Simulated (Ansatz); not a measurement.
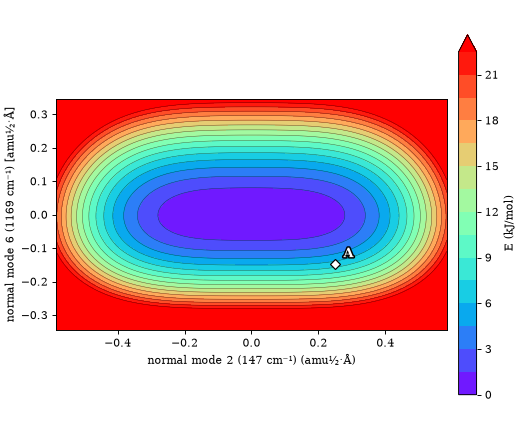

H2NOSi, SMILES N#[Si][OH2+], charge +1. Coordinates scanned: (1) normal mode 2 (147 cm⁻¹); (2) normal mode 6 (1169 cm⁻¹). Nothing is relaxed (straight displacements along the two mass-weighted modes). The grid has 15 × 15 points; 214 points were computed and 11 follow by symmetry. Points are written as (first, second). Energies are in kJ/mol, from the lowest grid point. All numbers below come from RKS SPW92 (LDA)/def2-TZVP (Ansatz 0.2.0).

Drawn: filled contours, one colour for all values above the top of the scale, the point A. Between grid points the surface is interpolated.

### Which way does the force act at A, and how strong is it?

A, at (0.250 amu½·Å, −0.148 amu½·Å), is not a stationary point. The computed force is 13 kJ/mol for each amu½·Å towards smaller values of normal mode 2 (147 cm⁻¹) and 81 kJ/mol for each amu½·Å towards larger values of normal mode 6 (1169 cm⁻¹).
